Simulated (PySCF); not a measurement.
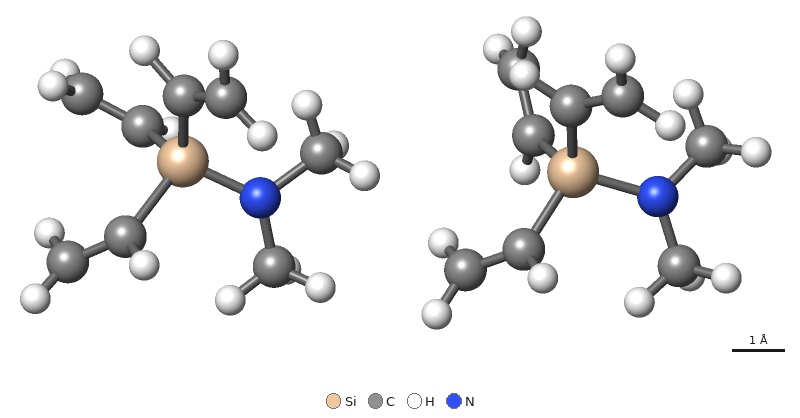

Two geometries of C₈H₁₅NSi, drawn at one scale. One is the start of a relaxation, the other its converged end. The picture is a ball-and-stick view, seen at a tilt.

Theory: PBE0-D3(BJ)/def2-SVP geometry optimisation, gas phase (PySCF). 

Which geometry has the lower energy?

The right one is the relaxed one. The start comes from GFN2-xTB. Its atoms were then displaced at random by about 0.03 Å. An H atom moves most after the best rigid fit: 1.79 Å. Largest moves by element: H 1.79 Å, C 0.87 Å, Si 0.31 Å, N 0.06 Å. Near-neighbour distances that change, for instance: C–Si 1.972 → 1.872 Å, C–H 1.000 → 1.096 Å, C–H 1.188 → 1.099 Å, N–Si 1.681 → 1.744 Å. Among the angles between lasting bonds that change: C–C–H 113.1° → 121.7°, H–C–H 114.7° → 107.4°, C–C–H 129.5° → 122.3°. Groups turn about C–Si by about 65°. Over 30 geometry steps the energy falls by 121.1 kJ/mol. Cost: 15 min on 1 thread of Arm Neoverse V1, with other jobs on the host.
